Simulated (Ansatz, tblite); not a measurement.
# Ga8P8 wurtzite off sphere (Ga8P8H22): one state, many levels, part 2 of 2

Aim: run the singlet of Ga8P8 wurtzite off sphere (Ga8P8H22) at one geometry on many levels, and compare frontier levels, spin and run time.

Ansatz 0.2.0, Gaussian basis; as each input shows. Earlier steps stand in the parts before.

**13. PBE+50HF/def2-SVP**

File in.yaml:

```yaml
crystal:
  periodic: [false, false, false]
  atoms:
    - {symbol: Ga, position_ang: [0.501465, -4.308710, -1.404863]}
    - {symbol: P, position_ang: [0.505383, -4.057222, 1.039277]}
    - {symbol: P, position_ang: [0.515238, -1.945125, -1.895640]}
    - {symbol: Ga, position_ang: [-1.502481, -0.865536, -1.233522]}
    - {symbol: Ga, position_ang: [0.507089, -1.920556, 2.150338]}
    - {symbol: P, position_ang: [-1.337936, -0.772959, 1.166840]}
    - {symbol: P, position_ang: [-1.427489, 1.422563, -1.892354]}
    - {symbol: Ga, position_ang: [-3.480050, 2.593185, -1.398175]}
    - {symbol: Ga, position_ang: [-1.406951, 1.397286, 2.153572]}
    - {symbol: P, position_ang: [-3.258431, 2.466973, 1.045603]}
    - {symbol: Ga, position_ang: [2.540336, -0.957964, -1.153620]}
    - {symbol: P, position_ang: [2.352271, -0.756419, 1.213870]}
    - {symbol: P, position_ang: [2.306177, 1.332238, -1.883380]}
    - {symbol: Ga, position_ang: [0.441469, 2.680367, -1.150027]}
    - {symbol: Ga, position_ang: [2.618521, 1.508570, 2.047456]}
    - {symbol: P, position_ang: [0.523770, 2.413174, 1.217000]}
    - {symbol: H, position_ang: [-0.901993, -4.926530, -1.773556]}
    - {symbol: H, position_ang: [1.901792, -4.935124, -1.774347]}
    - {symbol: H, position_ang: [-0.568010, -4.812406, 1.608464]}
    - {symbol: H, position_ang: [1.589225, -4.800935, 1.603493]}
    - {symbol: H, position_ang: [0.545588, -1.842287, -3.324381]}
    - {symbol: H, position_ang: [-2.806210, -1.617193, -1.701696]}
    - {symbol: H, position_ang: [0.467721, -2.027337, 3.720118]}
    - {symbol: H, position_ang: [-2.500950, -1.444390, 1.663420]}
    - {symbol: H, position_ang: [-1.324453, 1.399426, -3.321216]}
    - {symbol: H, position_ang: [-4.717805, 1.688196, -1.767352]}
    - {symbol: H, position_ang: [-3.321490, 4.119567, -1.765381]}
    - {symbol: H, position_ang: [-1.517822, 1.414342, 3.723471]}
    - {symbol: H, position_ang: [-4.449010, 1.914790, 1.614872]}
    - {symbol: H, position_ang: [-3.359369, 3.776653, 1.611918]}
    - {symbol: H, position_ang: [3.868886, -1.613147, -1.686878]}
    - {symbol: H, position_ang: [3.495455, -1.468865, 1.699835]}
    - {symbol: H, position_ang: [2.301738, 1.331093, -3.312893]}
    - {symbol: H, position_ang: [3.532122, 2.039242, -1.687638]}
    - {symbol: H, position_ang: [0.538888, 4.159225, -1.681216]}
    - {symbol: H, position_ang: [2.569548, 1.478758, 3.623946]}
    - {symbol: H, position_ang: [3.778029, 2.178335, 1.199634]}
    - {symbol: H, position_ang: [0.479749, 3.758734, 1.704996]}
basis:
  gaussian: {orbitals: def2-SVP, fitting: {mean_field: def2-universal-jkfit}, initial_orbitals: start.molden}
hamiltonian: {xc: {text: "exchange = 0.50*pbe_x + 0.50*exact_x\ncorrelation = pbe_c"}}
scf: {omitted_lower_state_checks: [starts]}
output: {orbitals: {seedname: orbitals}}
```

The run is started by

```
ansatz run in.yaml --threads 2 --pin off --events-out ev --progress --plain --max-ram 32768MiB --backend cuda --devices 0, --max-vram 18GiB
```

Log:

```text
Functional definition: unnamed
  exchange = 0.50*pbe_x + 0.50*exact_x
  correlation = pbe_c
these checks for a lower state are left out or cut short: starts
3548 factors; integrals over basis functions are off by at most 3.5e-1 eV
mean field evaluation 1: about -493560.7762 eV, gradient 1.7e1 eV
mean field evaluation 2: about -493561.2909 eV, gradient 5.6e-1 eV
mean field evaluation 4: about -493561.2902 eV, gradient 2.1e-3 eV
mean field -493561.29015766 eV, -18138.0428654358 hartree, gradient 2.1e-5 eV, S^2 0.000000; 0 other end points of the search recorded, 0 dependent functions left out
reference -493561.29020498 eV, -18138.0428671747 hartree; 195, 195 occupied and 315, 315 virtual orbitals, 3548 factors
Total energy: -493561.29020498 eV, -18138.0428671747 hartree
Checks for a lower state left out: starts
```

Wall time 12 s (1 × H100 (card shared with other runs) with 2 threads of AMD EPYC 7R13, shared host); peak host memory 1.1 GiB.

Report: HOMO -8.13 eV, LUMO -0.40 eV.

**14. PBE0-D4/def2-TZVP**

Changes to in.yaml since step 13:

```diff
@@ -42,4 +42,4 @@
 basis:
-  gaussian: {orbitals: def2-SVP, fitting: {mean_field: def2-universal-jkfit}, initial_orbitals: start.molden}
-hamiltonian: {xc: {text: "exchange = 0.50*pbe_x + 0.50*exact_x\ncorrelation = pbe_c"}}
+  gaussian: {orbitals: def2-TZVP, fitting: {mean_field: def2-universal-jkfit}, initial_orbitals: start.molden}
+hamiltonian: {xc: pbe0, dispersion: d4}
 scf: {omitted_lower_state_checks: [starts]}
```

Same command.

Log:

```text
Functional definition: PBE0
  name "PBE0"
  cite "Adamo & Barone, J. Chem. Phys. 110, 6158 (1999) doi:10.1063/1.478522"
  cite "Perdew, Burke & Ernzerhof, Phys. Rev. Lett. 77, 3865 (1996) doi:10.1103/PhysRevLett.77.3865"
  parent pbe
  parameter a = 0.25
  parameter kappa = 0.804
  parameter beta = 0.06672455060314922
  exchange = (1 - a)*pbe_x(kappa = kappa, mu = beta*pi^2/3) + a*exact_x
  correlation = pbe_c(beta = beta)
these checks for a lower state are left out or cut short: starts
3548 factors; integrals over basis functions are off by at most 6.1e-1 eV
mean field evaluation 1: about -493614.5187 eV, gradient 3.4e2 eV
mean field evaluation 2: about -493622.0608 eV, gradient 1.0e1 eV
mean field evaluation 4: about -493622.2485 eV, gradient 2.0e-1 eV
mean field evaluation 8: about -493622.2487 eV, gradient 2.6e-5 eV
mean field -493622.24874920 eV, -18140.2830523556 hartree, gradient 2.6e-5 eV, S^2 0.000000; 0 other end points of the search recorded, 0 dependent functions left out
reference -493622.24882647 eV, -18140.2830551953 hartree; 195, 195 occupied and 617, 617 virtual orbitals, 3548 factors
Total energy: -493624.98515732 eV, -18140.3836134994 hartree
Checks for a lower state left out: starts
```

It took 16 s on 1 × H100 (card shared with other runs) with 2 threads of AMD EPYC 7R13, shared host; peak host memory 1.1 GiB.

From the report: HOMO -7.07 eV, LUMO -1.32 eV.

**15. PBE-D4/def2-TZVP**

Changes to in.yaml since step 14:

```diff
@@ -43,3 +43,3 @@
   gaussian: {orbitals: def2-TZVP, fitting: {mean_field: def2-universal-jkfit}, initial_orbitals: start.molden}
-hamiltonian: {xc: pbe0, dispersion: d4}
+hamiltonian: {xc: pbe, dispersion: d4}
 scf: {omitted_lower_state_checks: [starts]}
```

The command is unchanged.

Log:

```text
Functional definition: PBE
  name "PBE"
  cite "Perdew, Burke & Ernzerhof, Phys. Rev. Lett. 77, 3865 (1996) doi:10.1103/PhysRevLett.77.3865"
  parent pbe
  parameter kappa = 0.804
  parameter beta = 0.06672455060314922
  exchange = pbe_x(kappa = kappa, mu = beta*pi^2/3)
  correlation = pbe_c(beta = beta)
these checks for a lower state are left out or cut short: starts
3548 factors; integrals over basis functions are off by at most 6.1e-1 eV
mean field evaluation 1: about -493596.8952 eV, gradient 3.5e2 eV
mean field evaluation 2: about -493605.8475 eV, gradient 1.2e1 eV
mean field evaluation 4: about -493606.2144 eV, gradient 3.7e-1 eV
mean field evaluation 8: about -493606.2155 eV, gradient 2.4e-5 eV
mean field -493606.21546568 eV, -18139.6938400539 hartree, gradient 2.4e-5 eV, S^2 0.000000; 0 other end points of the search recorded, 0 dependent functions left out
reference -493606.21557006 eV, -18139.6938438900 hartree; 195, 195 occupied and 617, 617 virtual orbitals, 3548 factors
Total energy: -493609.23447617 eV, -18139.8047866433 hartree
Checks for a lower state left out: starts
```

It took 12 s on 1 × H100 (card shared with other runs) with 2 threads of AMD EPYC 7R13, shared host; peak host memory 1.1 GiB.

Report: HOMO -6.08 eV, LUMO -2.04 eV.

**16. HF/STO-3G**

Changes to in.yaml since step 15:

```diff
@@ -42,4 +42,4 @@
 basis:
-  gaussian: {orbitals: def2-TZVP, fitting: {mean_field: def2-universal-jkfit}, initial_orbitals: start.molden}
-hamiltonian: {xc: pbe, dispersion: d4}
+  gaussian: {orbitals: STO-3G}
+hamiltonian: {xc: hf}
 scf: {omitted_lower_state_checks: [starts]}
```

Same command.

Log:

```text
Functional definition: HF
  name "HF"
  cite "Fock, Z. Phys. 61, 126 (1930) doi:10.1007/BF01340294"
  parent pbe
  exchange = exact_x
  correlation = 0
these checks for a lower state are left out or cut short: starts
2573 factors; integrals over basis functions are off by at most 5.9e-5 eV
mean field evaluation 1: about -487509.2764 eV, gradient 2.9e1 eV
mean field evaluation 2: about -487509.4855 eV, gradient 2.9e1 eV
mean field evaluation 4: about -487516.1472 eV, gradient 3.7e0 eV
mean field evaluation 8: about -487516.2949 eV, gradient 7.4e-2 eV
mean field -487516.29423529 eV, -17915.8933627342 hartree, gradient 2.4e-5 eV, S^2 0.000000; 0 other end points of the search recorded, 0 dependent functions left out
reference -487516.29423529 eV, -17915.8933627342 hartree; 195, 195 occupied and 43, 43 virtual orbitals, 2573 factors
Total energy: -487516.29423529 eV, -17915.8933627342 hartree
Checks for a lower state left out: starts
```

Run time: 11 s. Hardware: 1 × H100 (card shared with other runs) with 2 threads of AMD EPYC 7R13, shared host.

From the report: HOMO -5.64 eV, LUMO 7.08 eV.

**17. MP2/def2-SVP**

Changes to in.yaml since step 16:

```diff
@@ -42,4 +42,4 @@
 basis:
-  gaussian: {orbitals: STO-3G}
-hamiltonian: {xc: hf}
+  gaussian: {orbitals: def2-SVP, initial_orbitals: start.molden}
+correlation: {method: mp2}
 scf: {omitted_lower_state_checks: [starts]}
```

The command is unchanged.

Log:

```text
Functional definition: HF
  name "HF"
  cite "Fock, Z. Phys. 61, 126 (1930) doi:10.1007/BF01340294"
  parent pbe
  exchange = exact_x
  correlation = 0
these checks for a lower state are left out or cut short: starts
4998 factors; integrals over basis functions are off by at most 1.2e-3 eV
mean field evaluation 1: about -493126.0524 eV, gradient 4.5e1 eV
mean field evaluation 2: about -493130.1376 eV, gradient 3.5e0 eV
mean field evaluation 4: about -493130.2446 eV, gradient 1.4e-1 eV
mean field evaluation 8: about -493130.2447 eV, gradient 2.9e-6 eV
mean field -493130.24466059 eV, -18122.2022355916 hartree, gradient 2.9e-6 eV, S^2 0.000000; 0 other end points of the search recorded, 0 dependent functions left out
112 core orbitals not correlated: weight in the atoms' cores, before any rotation towards them, 1.000 or more for the frozen orbitals, at most 0.000 for the correlated occupied ones
reference -493130.24466059 eV, -18122.2022355916 hartree; 83, 83 occupied and 315, 315 virtual orbitals, 4998 factors
second order -75.28246086 eV of doubles, -0.00000000 eV of singles
Total energy: -493205.52712145 eV, -18124.9688150001 hartree
Checks for a lower state left out: starts
```

It took 19 s on 1 × H100 (card shared with other runs) with 2 threads of AMD EPYC 7R13, shared host; peak host memory 1.3 GiB.

Report: Hartree-Fock HOMO -9.40 eV, LUMO 1.91 eV.

**18. RPA/def2-SVP**

Changes to in.yaml since step 17:

```diff
@@ -43,4 +43,4 @@
   gaussian: {orbitals: def2-SVP, initial_orbitals: start.molden}
-correlation: {method: mp2}
+hamiltonian: {xc: pbe}
+correlation: {method: rpa}
 scf: {omitted_lower_state_checks: [starts]}
-output: {orbitals: {seedname: orbitals}}
```

Launched as before.

Log:

```text
Functional definition: PBE
  name "PBE"
  cite "Perdew, Burke & Ernzerhof, Phys. Rev. Lett. 77, 3865 (1996) doi:10.1103/PhysRevLett.77.3865"
  parent pbe
  parameter kappa = 0.804
  parameter beta = 0.06672455060314922
  exchange = pbe_x(kappa = kappa, mu = beta*pi^2/3)
  correlation = pbe_c(beta = beta)
these checks for a lower state are left out or cut short: starts
4998 factors; integrals over basis functions are off by at most 1.2e-3 eV
mean field evaluation 1: about -493526.3778 eV, gradient 1.7e1 eV
mean field evaluation 2: about -493526.9308 eV, gradient 5.0e-1 eV
mean field evaluation 4: about -493526.9202 eV, gradient 1.7e-3 eV
mean field -493526.92017084 eV, -18136.7797917171 hartree, gradient 3.4e-6 eV, S^2 0.000000; 0 other end points of the search recorded, 0 dependent functions left out
112 core orbitals not correlated: weight in the atoms' cores, before any rotation towards them, 1.000 or more for the frozen orbitals, at most 0.000 for the correlated occupied ones
reference -493122.28698274 eV, -18121.9097963244 hartree; 83, 83 occupied and 315, 315 virtual orbitals, 4998 factors
Total energy: -493241.58670293 eV, -18126.2939801774 hartree
Checks for a lower state left out: starts
```

Wall time 22 s (1 × H100 (card shared with other runs) with 2 threads of AMD EPYC 7R13, shared host); peak host memory 3.4 GiB.

**19. Comparison**

```
              level  functions  HOMO (eV)  LUMO (eV)  gap (eV)   time
          HF/STO-3G        238      -5.64       7.08     12.72   11 s
       LDA/def2-SVP        510      -6.11      -2.02      4.09   12 s
    PBE-D4/def2-SVP        510      -6.05      -1.83      4.22  9.5 s
   PBE-D4/def2-TZVP        812      -6.08      -2.04      4.03   12 s
 r2SCAN-D4/def2-SVP        510      -6.32      -1.68      4.64   11 s
r2SCANh-D4/def2-SVP        510      -6.68      -1.43      5.26   17 s
   PBE0-D4/def2-SVP        510      -7.07      -1.12      5.96   14 s
  PBE0-D4/def2-TZVP        812      -7.07      -1.32      5.75   16 s
   PBE+5HF/def2-SVP        510      -6.25      -1.69      4.57   13 s
  PBE+10HF/def2-SVP        510      -6.46      -1.54      4.91  8.5 s
  PBE+15HF/def2-SVP        510      -6.66      -1.40      5.26   12 s
  PBE+35HF/def2-SVP        510      -7.49      -0.83      6.66   11 s
  PBE+50HF/def2-SVP        510      -8.13      -0.40      7.73   12 s
```

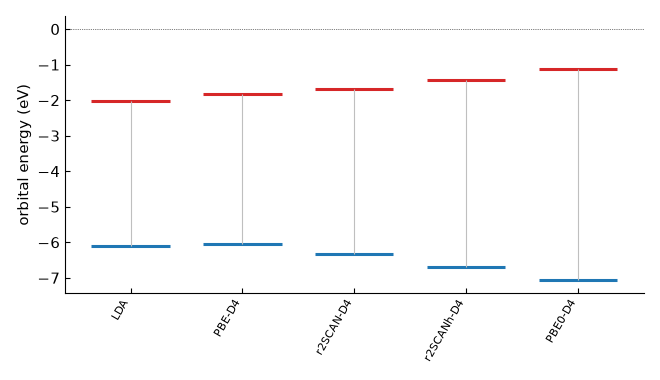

Highest filled (blue) and lowest empty (red) level in def2-SVP.

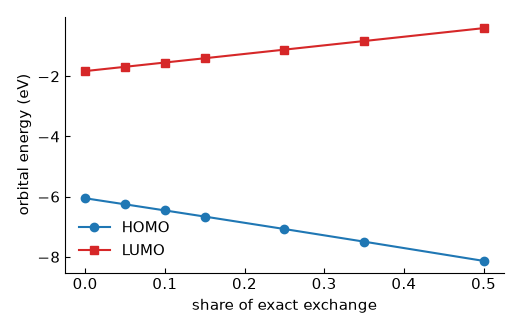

Frontier levels against the share of exact exchange, in def2-SVP.

Energy pieces by basis (eV):

```
   basis            HF  MP2 correlation               total
def2-SVP  -493130.2447         -75.2825  -493205.5271 (MP2)
```

**20. Binding energy**

Free atoms were run apart at each level; binding is atoms less cluster, divided by the number of atoms, without zero-point or spin-orbit terms.

```
              level  binding an atom (eV)
        HF/def2-SVP                 1.894
       LDA/def2-SVP                 3.155
    PBE-D4/def2-SVP                 2.775
   PBE-D4/def2-TZVP                 2.770
 r2SCAN-D4/def2-SVP                 2.777
r2SCANh-D4/def2-SVP                 2.770
   PBE0-D4/def2-SVP                 2.771
  PBE0-D4/def2-TZVP                 2.767
       MP2/def2-SVP                 2.531
```

**21. Outcome**

What follows sums up all 2 parts.

```
                                                quantity                               value
gap in def2-SVP, named functionals, smallest and largest    4.09 eV (LDA), 5.96 eV (PBE0-D4)
                    gap over the share of exact exchange        4.22 eV at 0, 7.73 eV at 0.5
                        correlation energy, MP2/def2-SVP                           -75.28 eV
                binding an atom, functionals in def2-SVP  2.77 (r2SCANh-D4) to 3.16 eV (LDA)
         PBE0 total energy, smallest basis above largest      78.67 eV (def2-SVP, def2-TZVP)
```

What this shows: Over the named functionals in def2-SVP the gap runs from 4.09 eV (LDA) to 5.96 eV (PBE0-D4); exact exchange widens it. Raising the share of exact exchange from 0 to 0.5 moves the HOMO by -2.08 eV and the LUMO by +1.43 eV.

The slowest run with a step of its own, RPA/def2-SVP, took 22 s; the quickest functional in def2-SVP took 8.5 s (shared host).
